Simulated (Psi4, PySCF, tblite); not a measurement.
Approach curve of the dimer CH4 ··· H4N+ (SMILES C and [NH4+]) (charge +1), singlet. Monomers: optimised at B3LYP-D3(BJ) (def2-TZVP), held rigid. Orientation: lowest of the rigid-body minima from ten starts at GFN2-xTB. Only R, the distance of the centres of mass, is varied, so the lowest point isn't the relaxed dimer.

Geometry at R = 3.14 Å (first 5 atoms: monomer A):
```
10

C      0.0000     0.0000     0.0000
H     -0.6130    -0.8187    -0.3743
H     -0.4310     0.9495    -0.3147
H      0.0346    -0.0402     1.0879
H      1.0094    -0.0905    -0.3989
N      1.7718     2.3569     1.0816
H      2.5547     1.9756     1.6224
H      1.2052     2.9641     1.6824
H      2.1347     2.9002     0.2917
H      1.1927     1.5877     0.7299
```

RKS-BP86/6-31G* = restricted BP86/6-31G*, spherical d, no counterpoise correction (PySCF); GFN2-xTB (tblite); PBE/def2-TZVP, counterpoise-corrected (Psi4); RKS-B3LYP/3-21G = restricted B3LYP/3-21G, no counterpoise correction run with PySCF; RKS-B3LYP/6-31G* = restricted B3LYP/6-31G*, spherical d, no counterpoise correction (PySCF).

Interaction energies in kcal/mol (negative: bound); R is the distance of the centres of mass, d the H4···H10 distance.

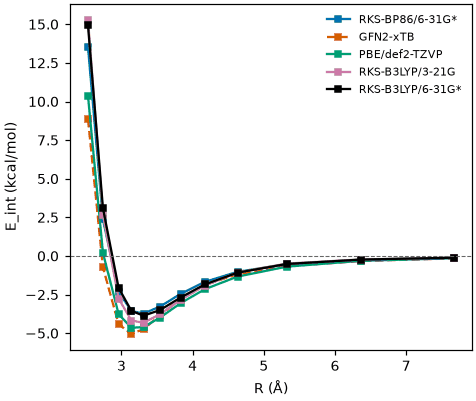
Figure. Interaction energy against separation.

```
R / Å  d / Å  RKS-BP86/6-31G*  GFN2-xTB  PBE/def2-TZVP  RKS-B3LYP/3-21G  RKS-B3LYP/6-31G*
-----  -----  ---------------  --------  -------------  ---------------  ----------------
2.53    1.53            13.53      8.88          10.36            15.31             14.93
2.74    1.70             2.38     -0.73           0.21             2.67              3.10
2.96    1.88            -2.31     -4.42          -3.76            -2.76             -2.06
3.14    2.03            -3.56     -5.04          -4.65            -4.18             -3.56
3.31    2.18            -3.73     -4.73          -4.60            -4.32             -3.86
3.54    2.38            -3.28     -3.85          -3.99            -3.77             -3.50
3.83    2.65            -2.46     -2.76          -3.06            -2.84             -2.69
4.17    2.96            -1.68     -1.87          -2.15            -1.92             -1.84
4.63    3.40            -1.02     -1.18          -1.33            -1.07             -1.08
5.32    4.06            -0.53     -0.66          -0.69            -0.49             -0.52
6.36    5.08            -0.24     -0.32          -0.31            -0.23             -0.23
7.67    6.36            -0.11     -0.15          -0.14            -0.11             -0.11
```

Lowest grid point: RKS-BP86/6-31G* -3.73 kcal/mol at R = 3.31 Å; GFN2-xTB -5.04 kcal/mol at R = 3.14 Å; PBE/def2-TZVP -4.65 kcal/mol at R = 3.14 Å; RKS-B3LYP/3-21G -4.32 kcal/mol at R = 3.31 Å; RKS-B3LYP/6-31G* -3.86 kcal/mol at R = 3.31 Å.
